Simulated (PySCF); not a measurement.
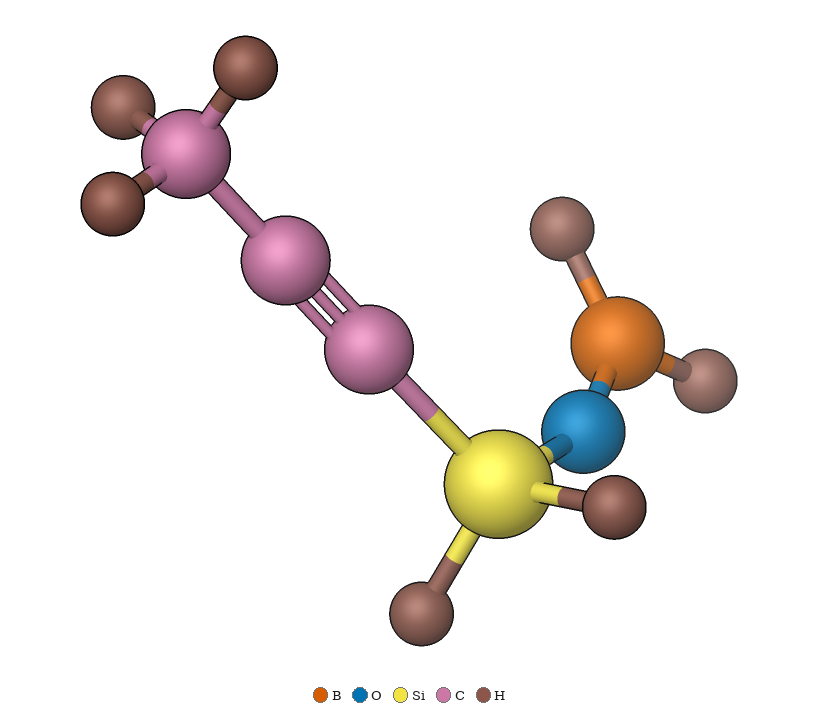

The picture shows a molecular structure as a ball-and-stick model.

The computed structure is the end point of a GFN2-xTB optimisation. No frequency run is at hand to confirm it as a minimum.

Describe the molecule.

Formula C₃H₇BOSi. As SMILES it reads `BO[SiH2]C#CC`. It has no ring. Among its groups: alkyne, Si–H bond, Si–O bond, B–H bond. Coordination: 1 B trigonal planar; 1 O bent; 1 Si tetrahedral; 2 C linear; 1 C tetrahedral.

More results for the same structure follow; atom numbers are the same in all pictures, views and colours differ.

**Dipole moment**

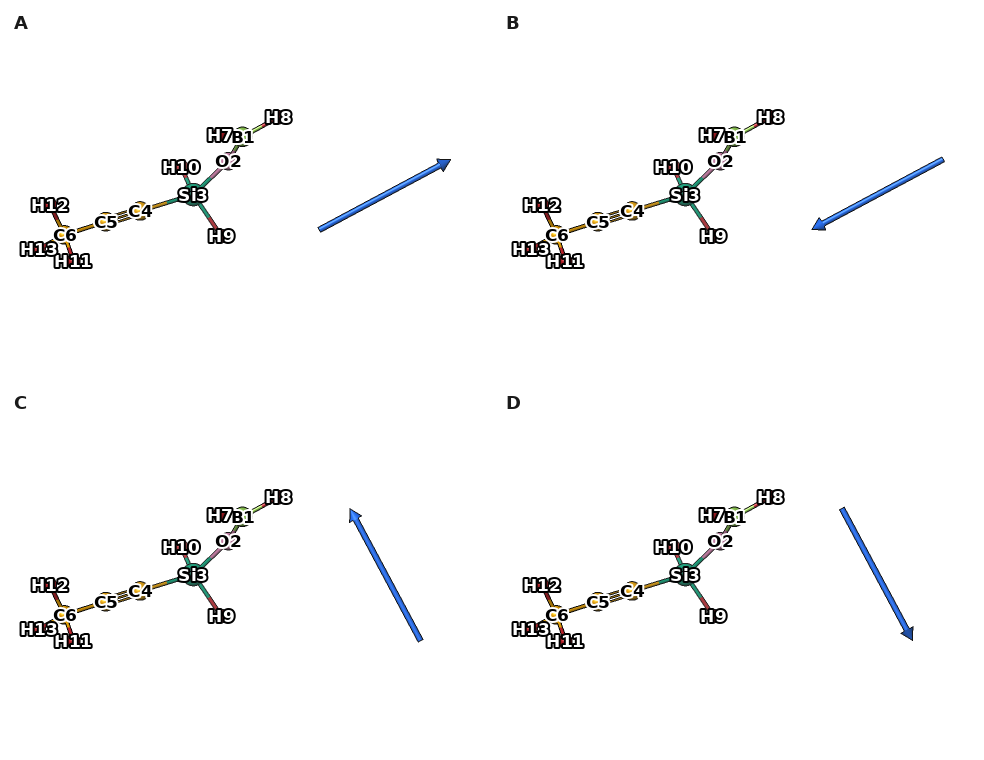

The same molecule four times, each with an arrow. No frequency run is at hand to confirm it as a minimum. Method: B3LYP/def2-SVPD, gas phase (PySCF 2.14.0).

**Which arrow points along the dipole moment, from the negative to the positive end?**

B. The dipole moment is 2.47 D; it points from the side of H8 to the side of H13 (the outermost atoms at the two ends).

**Polarisability**

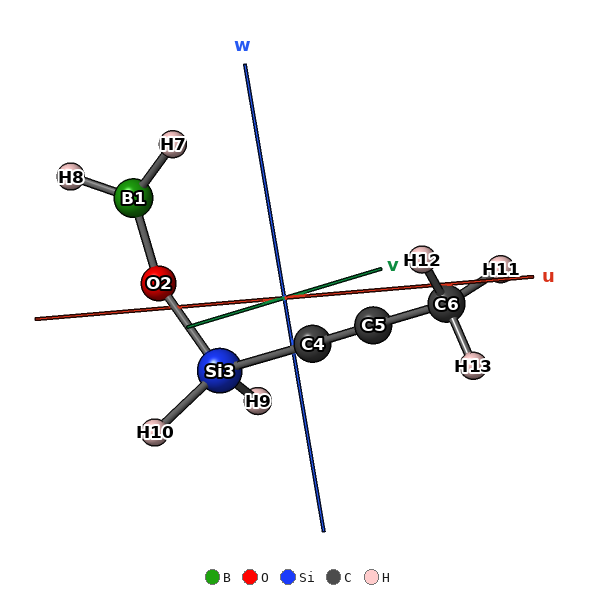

The lines u, v and w are the principal axes of the static dipole polarisability. No frequency run is at hand to confirm it as a minimum. Method: B3LYP/def2-SVPD (PySCF 2.14.0).

**Along which axis is the molecule most polarisable, and along which least?**

Most along u (nearly parallel to the Si3–C4 bond), least along v.

**Give the three principal values.**

u 107.5, v 59.3, w 72.3 bohr³; mean 79.7, anisotropy 43.3 bohr³.

**NMR shielding**

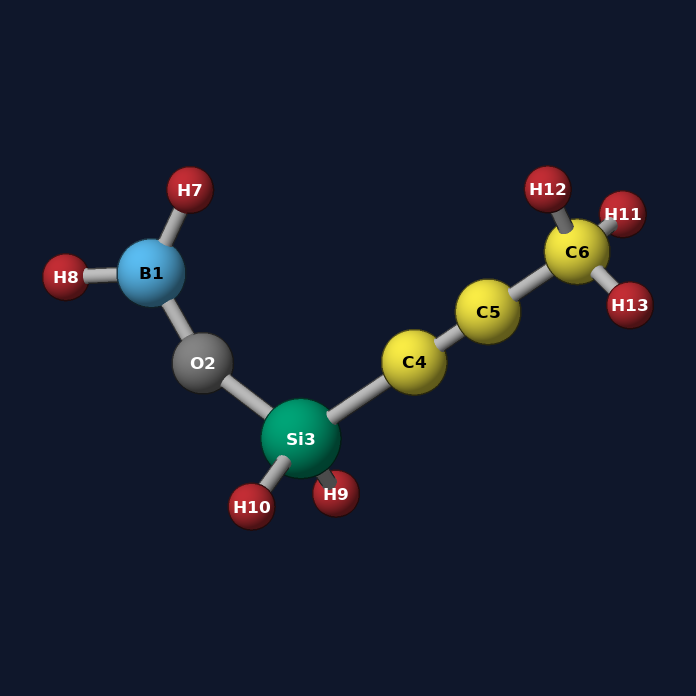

No frequency run is at hand to confirm it as a minimum. Properties computed with GIAO PBE0/pcSseg-1 NMR shielding, non-relativistic, gas phase (PySCF 2.14.0). Principal shieldings σ11 ≤ σ22 ≤ σ33, span Ω = σ33 − σ11, skew κ = 3(σiso − σ22)/Ω.

Give the shielding tensors of the Si atoms.

| atom | σ11 | σ22 | σ33 | σiso | Ω | κ |
| --- | --- | --- | --- | --- | --- | --- |
| Si3 | 380.4 | 385.1 | 449.8 | 405.1 | 69.4 | 0.86 |

Shieldings and span in ppm.

The geometry is semi-empirical. Around B, Si such bond lengths and angles can be off by a tenth of an ångström or more and by several degrees, and values that hang on the shape move with them.
